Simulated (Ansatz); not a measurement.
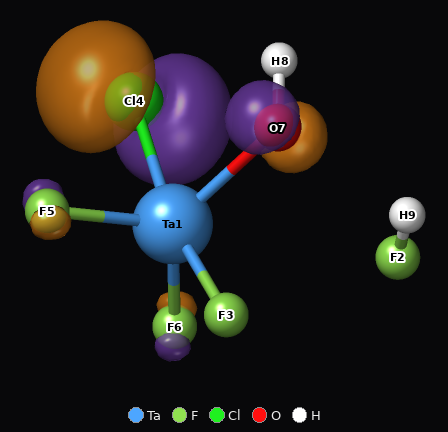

Figure. ClF$_{3}$HOTa···HF. The HOMO−1 at ±0.2 Å⁻³ᐟ² (orange and purple are the two phases), seen across its widest extent.

Core potentials replace the inner electrons of Ta; not at a stationary point (largest force 1.2 eV/Å).

Method: Ansatz 0.2.0, RKS PBE/def2-SVP.

Input

```
crystal:
  periodic: [false, false, false]
  atoms:
    - { symbol: Ta, position_ang: [0.0, 0.0, 0.0] }
    - { symbol: F, position_ang: [2.28, 0.0, 0.0] }
    - { symbol: F, position_ang: [0.0, 0.0, 1.93] }
    - { symbol: Cl, position_ang: [0.0, 0.0, -2.47] }
    - { symbol: F, position_ang: [-0.965, 1.6714, 0.0] }
    - { symbol: F, position_ang: [-0.965, -1.6714, 0.0] }
    - { symbol: O, position_ang: [0.7315, 1.7488, -1.3375] }
    - { symbol: H, position_ang: [1.4829, 1.4277, -1.9312] }
    - { symbol: H, position_ang: [1.9139, 1.0347, -0.7914] }
basis:
  gaussian: { orbitals: def2-SVP }
hamiltonian:
  xc: pbe
relax:
  f_tol: 0.15
  max_steps: 25
  restrain:
    - { distance: [0, 6], at: 2.02, k: 30.0 }
    - { distance: [8, 1], at: 0.92, k: 30.0 }
    - { distance: [0, 1], at: 3.13, k: 30.0 }
    - { distance: [8, 6], at: 2.21, k: 30.0 }
output:
  orbitals: {}
```

Run with:

```sh
ansatz run input.yaml --threads 4 --pin off --max-ram 5120MiB --backend cpu --events-out ev --progress --plain --runs-dir out
```

The fields are those of the run's last geometry, not of the input's.

Question: Describe this orbital and give its energy.

Answer: Its weight (Hirshfeld) is mainly on Cl4 (about 70 %) and O7 (about 15 %); largely a lone pair of Cl4. Its energy is −8.25 eV.
